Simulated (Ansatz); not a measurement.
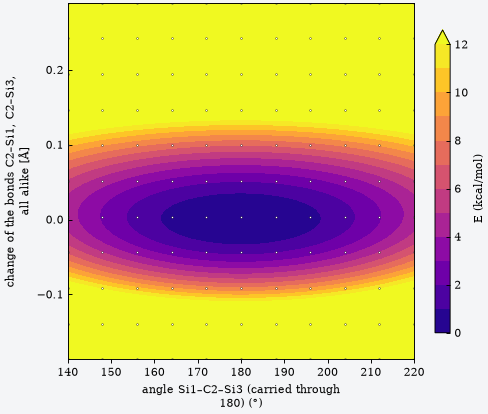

CH₃Si₂, SMILES [Si-]#C[SiH3], charge −1. Coordinates scanned: (1) angle Si1–C2–Si3 (carried through 180); (2) change of the bonds C2–Si1, C2–Si3, all alike. Nothing is relaxed (all other coordinates rigid). Grid: 11 × 11 points. Points are written as (first, second). Energies: kcal/mol, counted from the relaxed molecule at the same level. These are results of RKS BHLYP-D4/def2-TZVPD (Ansatz 0.2.0), not measurements.

In the figure: filled contours, dots at the grid points, one colour for all values above the top of the scale. Between grid points the surface is interpolated.

Q: Where is the minimum, and how stiff is the well along each coordinate?

A: The interpolated minimum is at the first coordinate ≈ 180°, the second coordinate ≈ 0.000 Å. The curvatures there are about 0.83 eV/rad² and 72 eV/Å², with a cross term of about 0 eV/(rad·Å). Round the minimum the two coordinates are nearly uncoupled. (1 eV is 23.1 kcal/mol.)
